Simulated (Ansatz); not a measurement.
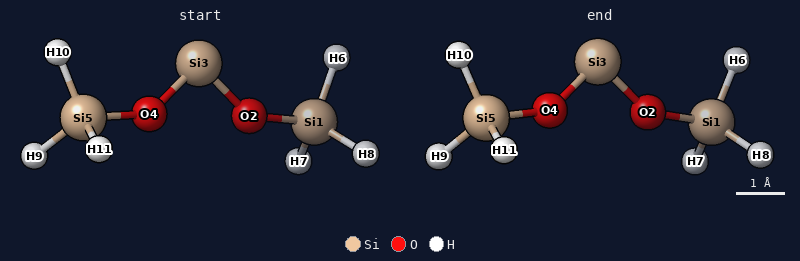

The structure of Si3H6O2 before (left) and after (right) a relaxation, at one scale.

The picture is a ball-and-stick view, seen at a tilt.

The start comes from PBE-D4/def2-SVP.

All numbers below come from Ansatz 0.2.0, RKS PBE0-D4/def2-TZVP. Set-up: force threshold 0.005 eV/Å; at most 150 steps.

Q: What changed between the two?

A: The largest moves after the best rigid fit, 0.13 Å, are those of H8 and H11. By element the largest moves are H 0.13 Å, O 0.08 Å, Si 0.07 Å. Near-neighbour distances that change, for instance: O2–Si3 1.683 → 1.640 Å, Si1–H6 1.506 → 1.486 Å, Si1–H7 1.502 → 1.483 Å. Among the angles between lasting bonds that change: Si3–O4–Si5 143.2° → 146.7°. The energy falls by 11.5 kJ/mol in 7 accepted moves (8 points after the start). Largest force component: 1.4 eV/Å at the start, 0.00054 eV/Å at the end. The line search rejected the trial step at point 7 of the run. The run took of the order of 4 core-minutes on a shared host.
